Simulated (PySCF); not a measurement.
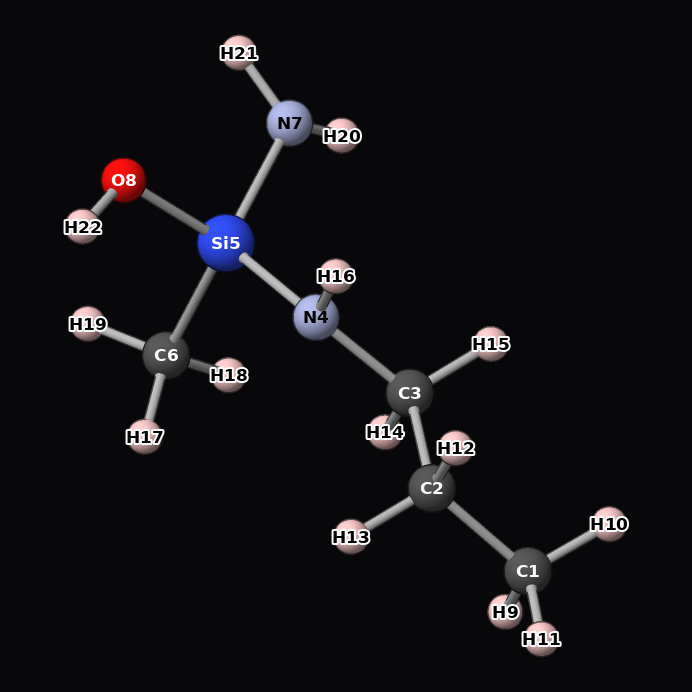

The questions are on IAO charges. The geometry was computed by an optimisation with GFN2-xTB. No frequency run is at hand to confirm it as a minimum. Method: PBE0/pcSseg-1, gas phase (PySCF 2.14.0).

List the IAO charges.

| atom | value (e) |
| --- | --- |
| C1 | −0.42 |
| C2 | −0.25 |
| C3 | −0.13 |
| N4 | −0.70 |
| Si5 | 1.44 |
| C6 | −0.77 |
| N7 | −0.87 |
| O8 | −0.80 |
| H9 | 0.14 |
| H10 | 0.14 |
| H11 | 0.14 |
| H12 | 0.13 |
| H13 | 0.14 |
| H14 | 0.13 |
| H15 | 0.11 |
| H16 | 0.25 |
| H17 | 0.15 |
| H18 | 0.15 |
| H19 | 0.16 |
| H20 | 0.26 |
| H21 | 0.27 |
| H22 | 0.36 |

The geometry is semi-empirical. Around Si such bond lengths and angles can be off by a tenth of an ångström or more and by several degrees, and values that hang on the shape move with them.
